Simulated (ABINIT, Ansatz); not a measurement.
# Quasiparticle gap of WS2 (Tungstenite) in ABINIT, part 2 of 2

Aim: the G0W0 gap of WS2 (Tungstenite) on PBE, step by step.

ABINIT 10.8.3; PBE and many-body steps on it, plane waves. Known limits of the many-body steps: not at the basis limit; no spin-orbit coupling; coarse k mesh.

So far. Step 2 (Ground state): The gap is indirect, with the least direct gap 0.86 eV higher. Step 3 (Empty states on the mesh, 6×6×1 mesh, 189 bands): On this mesh the gap is 0.981 eV.

## 4. Screening, 6×6×1 mesh, 173 bands, screening to 119.7 eV

The RPA dielectric matrix is built and inverted for each q.

This step: RPA screening on PBE, plane waves, norm-conserving pseudopotentials.

The input, run.abi:

```
acell 3*1.0 Angstrom
rprim 
  3.153199999992 0.000000000002 0.000000000000
  -1.576599999998 2.730751303206 0.000000000000
  0.000000000000 0.000000000000 12.323000000000
ntypat 2
znucl 74 16
natom 6
typat 1 1 2 2 2 2
xred 
  0.333333333333 0.666666666667 0.250000000000
  0.666666666667 0.333333333333 0.750000000000
  0.333333333333 0.666666666667 0.622500000000
  0.666666666667 0.333333333333 0.122500000000
  0.333333333333 0.666666666667 0.877500000000
  0.666666666667 0.333333333333 0.377500000000
pp_dirpath "pseudos"
pseudos "W.upf, S.upf"
ecut 31
ngkpt 6 6 1
nshiftk 1
shiftk 0 0 0
kptopt 1
chksymbreak 0
istwfk *1
occopt 1
irdwfk 1
optdriver 3
nband 173
ecuteps 4.4
inclvkb 2
awtr 1
symchi 1
indata_prefix "in"
outdata_prefix "out"
tmpdata_prefix "tmp"
```

Run with:

```
> OMP_NUM_THREADS=1 mpirun -n 4 abinit run.abi > log
```

Numbers of over 12 decimals in the logs are rounded to 6 here.

Output:

```text
.Version 10.8.3 of ABINIT. v10.8.2 released Aug 2026.

 Symmetries : space group P6_3/m m c (#194); Bravais hP (primitive hexag.)
[... echo of the input left out ...]
== DATASET  1 ==================================================================
-   mpi_nproc: 4, omp_nthreads: 1 (-1 if OMP is not activated)

--- !DatasetInfo
iteration_state: {dtset: 1, }
dimensions: {natom: 6, nkpt: 7, mband: 173, nsppol: 1, nspinor: 1, nspden: 1, mpw: 5929, }
cutoff_energies: {ecut:  31.0, pawecutdg:  -1.0, }
electrons: {nelect:   5.20000000E+01, charge:   0.00000000E+00, occopt:   1.00000000E+00, tsmear:   1.00000000E-02, }

 SCREENING: Calculation of the susceptibility and dielectric matrices

 Based on a program developped by R.W. Godby, V. Olevano, G. Onida, and L. Reining.
 Incorporated in ABINIT by V. Olevano, G.-M. Rignanese, and M. Torrent.
.Using double precision arithmetic ; gwpc =  8

[... cell and pseudopotentials left out ...]
--------------------------------------------------------------------------------

 ==== K-mesh for the wavefunctions ====
 Number of points in the irreducible wedge :     7
[... list of points left out ...]
 Together with 24 symmetry operations and time-reversal symmetry
 yields    36 points in the full Brillouin Zone.

 ==== Q-mesh for the screening function ====
 Number of points in the irreducible wedge :     7
[... list of points left out ...]
 Together with 24 symmetry operations and time-reversal symmetry
 yields    36 points in the full Brillouin Zone.

 setmesh: FFT mesh size selected  =    20x   20x   90
          total number of points  =        36000

 vcoul_init : cutoff-mode = AUXILIARY_FUNCTION
 q-points for optical limit:   1
     1)      0.000010    0.000020    0.000030

- screening: taking advantage of time-reversal symmetry
- Maximum band index for partially occupied states nbvw = 26
- Remaining bands to be divided among processors   nbcw = 147
- Number of bands treated by each node ~36

 Number of electrons calculated from density =   52.0000; Expected =   52.0000
 average of density, n =  0.072620
 r_s =    1.4869
 omega_plasma =   25.9946 [eV]

 calculating chi0 at frequencies [eV] :
  1    0.000000E+00    0.000000E+00
  2    0.000000E+00    2.599465E+01

--------------------------------------------------------------------------------
  q-point number  1        q = ( 0.000000, 0.000000, 0.000000) [r.l.u.]
--------------------------------------------------------------------------------
[... chi0 elements left out ...]
 For q-point:  0.000010 0.000020 0.000030
  dielectric constant =  13.5607
  dielectric constant without local fields =  15.0793

  Average fulfillment of the sum rule on Im[epsilon] for q-point    1 :     83.46  [%]
[... wings left out ...]
  q-point number  2        q = ( 0.166667, 0.000000, 0.000000) [r.l.u.]
--------------------------------------------------------------------------------
[... chi0 elements left out ...]
  Average fulfillment of the sum rule on Im[epsilon] for q-point    2 :     86.02  [%]

 [... 5 further q-points ...]
```

The job ended after 3.1 min (4 MPI ranks of Intel Xeon 6975P-C (Granite Rapids), shared host; peak memory 1.7 GiB).

This step gave:

- ε∞ with local fields, on this mesh, along the program's q direction: 13.56
- the same without local fields: 15.08
- plasma frequency: 25.99 eV
- plane waves in the screening matrix: 315

Local fields lower ε∞ by 10 %. On a Γ-centred mesh this coarse the value itself is usually too large, while a short band sum pulls it down.

## 5. Self-energy, 6×6×1 mesh, 173 bands, screening to 119.7 eV

The self-energy is evaluated for the states that the input lists, and the levels follow from it, in one-shot runs by the linearised quasiparticle equation.

This step: G0W0 on PBE, plane waves, norm-conserving pseudopotentials.

run.abi, as its differences from that of step 4:

```diff
@@ -27,8 +27,19 @@
 irdwfk 1
-optdriver 3
+optdriver 4
 nband 173
+gwcalctyp 0
+ecutsigx 31
+symsigma 1
+nkptgw 3
+kptgw 
+  0.0000000000 0.0000000000 0.0000000000
+  0.1666666667 0.1666666667 0.0000000000
+  0.3333333333 0.3333333333 0.0000000000
+bdgw 
+  25 28
+  25 28
+  25 28
 ecuteps 4.4
-inclvkb 2
-awtr 1
-symchi 1
+irdscr 1
+ppmodel 1
 indata_prefix "in"
```

Output:

```text
.Version 10.8.3 of ABINIT. v10.8.2 released Aug 2026.

 Symmetries : space group P6_3/m m c (#194); Bravais hP (primitive hexag.)
[... echo of the input left out ...]
== DATASET  1 ==================================================================
-   mpi_nproc: 4, omp_nthreads: 1 (-1 if OMP is not activated)

--- !DatasetInfo
iteration_state: {dtset: 1, }
dimensions: {natom: 6, nkpt: 7, mband: 173, nsppol: 1, nspinor: 1, nspden: 1, mpw: 5929, }
cutoff_energies: {ecut:  31.0, pawecutdg:  -1.0, }
electrons: {nelect:   5.20000000E+01, charge:   0.00000000E+00, occopt:   1.00000000E+00, tsmear:   1.00000000E-02, }

 SIGMA: Calculation of the GW corrections

 Based on a program developped by R.W. Godby, V. Olevano, G. Onida, and L. Reining.
 Incorporated in ABINIT by V. Olevano, G.-M. Rignanese, and M. Torrent.
.Using double precision arithmetic ; gwpc =  8

[... cell and pseudopotentials left out ...]
--------------------------------------------------------------------------------

 ==== K-mesh for the wavefunctions ====
 Number of points in the irreducible wedge :     7
[... list of points left out ...]
 Together with 24 symmetry operations and time-reversal symmetry
 yields    36 points in the full Brillouin Zone.

 ==== Q-mesh for screening function ====
 Number of points in the irreducible wedge :     7
[... list of points left out ...]
 Together with 24 symmetry operations and time-reversal symmetry
 yields    36 points in the full Brillouin Zone.

 vcoul_init : cutoff-mode = AUXILIARY_FUNCTION
 q-points for optical limit:   1
     1)      0.000010    0.000020    0.000030
 setmesh: FFT mesh size selected  =    25x   25x  120
          total number of points  =        75000

 Number of electrons calculated from density =   52.0000; Expected =   52.0000
 average of density, n =  0.072620
 r_s =    1.4869
 omega_plasma =   25.9946 [eV]

 === KS Band Gaps ===
  >>>> For spin  1
   Minimum direct gap =   1.8369 [eV], located at k-point      :   0.3333  0.3333  0.0000
   Fundamental gap    =   0.9806 [eV], Top of valence bands at :   0.0000  0.0000  0.0000
                                       Bottom of conduction at :   0.1667  0.1667  0.0000
 SIGMA fundamental parameters:
 PLASMON POLE MODEL  1
 number of plane-waves for SigmaX                 5885
 number of plane-waves for SigmaC and W            315
 number of plane-waves for wavefunctions          5885
 number of bands                                   173
 number of independent spin polarizations            1
 number of spinorial components                      1
 number of k-points in IBZ                           7
 number of q-points in IBZ                           7
 number of symmetry operations                      24
 number of k-points in BZ                           36
 number of q-points in BZ                           36
 number of frequencies for dSigma/dE                 9
 frequency step for dSigma/dE [eV]                0.25
 number of omega for Sigma on real axis              0
 max omega for Sigma on real axis  [eV]           0.00
 zcut for avoiding poles [eV]                     0.10

 EPSILON^-1 parameters (SCR file):
 dimension of the eps^-1 matrix on file            315
 dimension of the eps^-1 matrix used               315
 number of plane-waves for wavefunctions          5885
 number of bands                                   173
 number of q-points in IBZ                           7
 number of frequencies                               2
 number of real frequencies                          1
 number of imag frequencies                          1

 matrix elements of self-energy operator (all in [eV])

 Perturbative Calculation

--- !SelfEnergy_ee
iteration_state: {dtset: 1, }
kpoint     : [   0.000,    0.000,    0.000, ]
spin       : 1
KS_gap     :    2.311
QP_gap     :    2.752
Delta_QP_KS:    0.441
data: !SigmaeeData |
     Band     E0 <VxcDFT>   SigX SigC(E0)      Z dSigC/dE  Sig(E)    E-E0       E
       25   8.288 -14.458 -15.573   1.236   0.790  -0.266 -14.362   0.096   8.384
       26   9.509 -15.590 -16.105   0.772   0.787  -0.270 -15.387   0.202   9.711
       27  11.820 -15.225 -10.553  -3.857   0.790  -0.266 -14.581   0.644  12.463
       28  11.820 -15.225 -10.553  -3.857   0.790  -0.266 -14.581   0.644  12.463

--- !SelfEnergy_ee
iteration_state: {dtset: 1, }
kpoint     : [   0.167,    0.167,    0.000, ]
spin       : 1
KS_gap     :    2.486
QP_gap     :    2.844
Delta_QP_KS:    0.358
data: !SigmaeeData |
     Band     E0 <VxcDFT>   SigX SigC(E0)      Z dSigC/dE  Sig(E)    E-E0       E
       25   7.976 -15.191 -16.569   1.532   0.785  -0.273 -15.070   0.121   8.098
       26   8.004 -15.258 -16.559   1.495   0.786  -0.273 -15.106   0.153   8.156
       27  10.490 -14.194 -10.097  -3.456   0.796  -0.256 -13.683   0.511  11.000
       28  11.343 -15.406 -10.805  -3.760   0.790  -0.266 -14.742   0.664  12.006

--- !SelfEnergy_ee
iteration_state: {dtset: 1, }
kpoint     : [   0.333,    0.333,    0.000, ]
spin       : 1
KS_gap     :    1.837
QP_gap     :    2.420
Delta_QP_KS:    0.583
data: !SigmaeeData |
     Band     E0 <VxcDFT>   SigX SigC(E0)      Z dSigC/dE  Sig(E)    E-E0       E
       25   8.770 -14.990 -15.614   0.835   0.791  -0.264 -14.823   0.167   8.937
       26   8.977 -15.421 -15.957   0.800   0.790  -0.266 -15.213   0.208   9.185
       27  10.814 -16.363 -11.961  -3.404   0.792  -0.263 -15.572   0.791  11.605
       28  10.814 -16.363 -11.961  -3.404   0.792  -0.263 -15.572   0.791  11.605

== END DATASET(S) ==============================================================
================================================================================

 -outvars: echo values of variables after computation  --------
           etotal      0.0000000000E+00
            nband         173
             nkpt           7
          spgroup         194
 [... the other variables as echoed above ...]

 Calculation completed.
```

It took 40 s on 4 MPI ranks; peak memory 1.4 GiB; 2.3 min of CPU time.

This step gave:

| Item | Value |
| --- | --- |
| G0W0 gap on the points computed | 1.289 eV |
| starting gap on the mesh | 0.9807 eV |
| k of the valence top | 0, 0, 0 |
| k of the conduction bottom | 0.1667, 0.1667, 0 |
| Z at the valence top | 0.787 |
| Z at the conduction bottom | 0.796 |
| least direct G0W0 gap on the computed points | 2.42 eV |

The gap on the mesh goes from 0.98 eV to 1.29 eV, a correction of +0.31 eV.

Limits: finite bands, cutoff and mesh; no spin-orbit coupling; coarse k mesh. v1 is the top filled band, c1 the lowest empty one. Levels before and after the correction, in eV, zero at the valence-band top of each column:

|  | conduction bottom | valence top |
| --- | --- | --- |
| Kohn-Sham | 0.98 | 0.00 |
| G0W0 | 1.29 | 0.00 |

|  | level | energy (eV) |
| --- | --- | --- |
| Kohn-Sham | Γ v2 | -1.221 |
| Kohn-Sham | Γ v1 | 0.000 |
| Kohn-Sham | Γ c1-c2 | 2.311 |
| Kohn-Sham | (0.167 0.167 0) v2 | -1.533 |
| Kohn-Sham | (0.167 0.167 0) v1 | -1.505 |
| Kohn-Sham | (0.167 0.167 0) c1 | 0.981 |
| Kohn-Sham | (0.167 0.167 0) c2 | 1.834 |
| G0W0 | Γ v2 | -1.327 |
| G0W0 | Γ v1 | 0.000 |
| G0W0 | Γ c1-c2 | 2.752 |
| G0W0 | (0.167 0.167 0) v2 | -1.613 |
| G0W0 | (0.167 0.167 0) v1 | -1.555 |
| G0W0 | (0.167 0.167 0) c1 | 1.289 |
| G0W0 | (0.167 0.167 0) c2 | 2.295 |

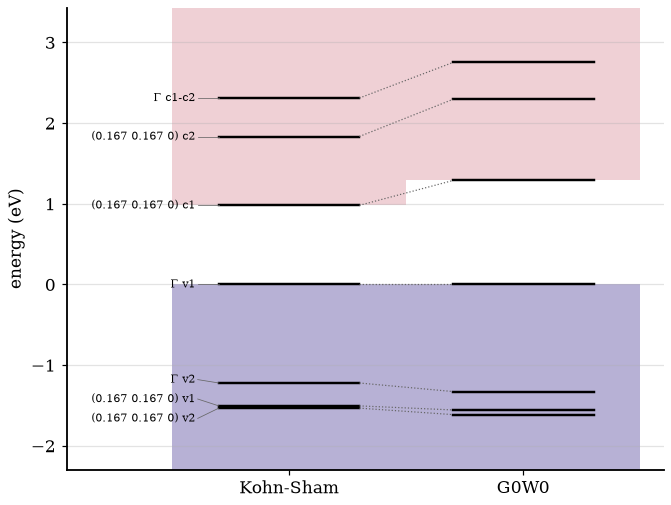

Levels before and after the correction. Shaded: valence and conduction bands.

## 6. Where the time went

Times are wall times on 4 MPI ranks of Intel Xeon 6975P-C (Granite Rapids), shared host, good to a factor of about two.

| step | time | share | memory (GiB) |
| --- | --- | --- | --- |
| ground state | 37 s | 9 % | 0.41 |
| empty states on the mesh | 2.3 min | 35 % | 0.49 |
| screening | 3.1 min | 46 % | 1.7 |
| self-energy | 40 s | 10 % | 1.4 |

## 7. Outcome

| Item | Value |
| --- | --- |
| PBE gap | 0.98 eV, indirect |
| G0W0 gap on the mesh | 1.29 eV |
| GW settings | 6×6×1 mesh, 173 bands, screening to 119.7 eV, Godby-Needs plasmon pole |
| known limits | not at the basis limit; no spin-orbit coupling; coarse k mesh |

In words: G0W0 moves the gap on the mesh from 0.98 eV to 1.29 eV (+0.31 eV), with Z of 0.79 and 0.80 at the edges. Local fields lower the RPA ε∞ on this mesh from 15.08 to 13.56; a Γ-centred mesh this coarse tends to raise both, most where the direct gap is narrow, while a short band sum lowers them. Only 3 of the mesh's irreducible points were corrected, so a valley elsewhere could overtake. Bands and cutoff are finite, so the gap is not at the basis limit. The miss can reach some tenths of an eV and take either sign; the mesh is an error of its own. In the G0W0 run levels were corrected at 3 k points alone, so a gap called «on the mesh» is the least over those, and an edge elsewhere would be missed. The 6×6×1 mesh is coarse for this cell, which bears on the long-range parts of exchange and screening. The many-body steps are scalar-relativistic: spin-orbit coupling is not in them.

[Paths, hosts, dates, memory and timing lines, banners, echoed tables and standing remarks are left out of the program output.]

[Logs are printed without paths, hosts, clocks, repeated set-up lines and the standing remarks that a program may print on its own settings, such as how far it seeks lower states.]

[Runs of the session that timed out or met a known fault of the program may be left out.]

[Hosts, paths, dates, database ids (printed as entryN), source tags and the programs' standing remarks are cut or masked in the printed files.]

[G0W0 gaps are taken among the corrected bands and points alone; a level outside them can change the order at an edge.]

[Where Ansatz stands beside ABINIT at settings called matched, ABINIT's density can come from a denser mesh and the files from another edition; pairs whose starting gaps differed by over 0.03 eV were left out, so agreement reads better than it is.]
